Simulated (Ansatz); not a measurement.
Rock-salt NaH, treated with PBE0 in Ansatz (PAW).

Numerical settings: plane-wave cutoff 460 eV, 10×10×10 k mesh, Fermi–Dirac smearing 0.01 eV, scalar-relativistic PAW data made under PBE.

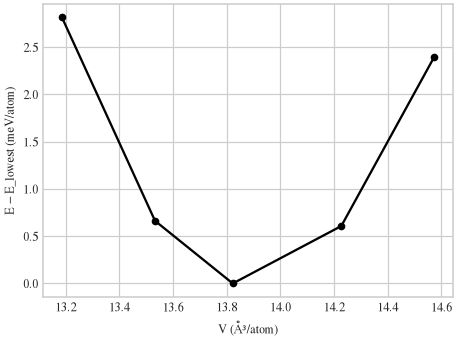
Figure: Total energy against volume

From the curve, estimate the equilibrium volume and the bulk modulus.

V0 ≈ 13.9 Å³/atom and B0 ≈ 24 GPa; the fit gives V0 = 13.881 Å³/atom, B0 = 24.2 GPa, B′ = 3.7.

Measured, for comparison: bulk modulus 19.4 ± 2 GPa (room temperature, not corrected to a static lattice; as tabulated in High-pressure studies of NaH to 54 GPa); equilibrium volume per atom 14.46 Å³/atom (room temperature, not corrected to a static lattice; as tabulated in Thermodynamic Modeling of Hydrogen Storage Capacity in Mg-Na Alloys). Computed (rounded) less measured: bulk modulus +25 % (against room or unstated temperature, where such soft solids are markedly softer), equilibrium volume per atom -4.0 %.

The computed numbers hold no vibrational or temperature effects.

Ansatz is an electronic-structure program.
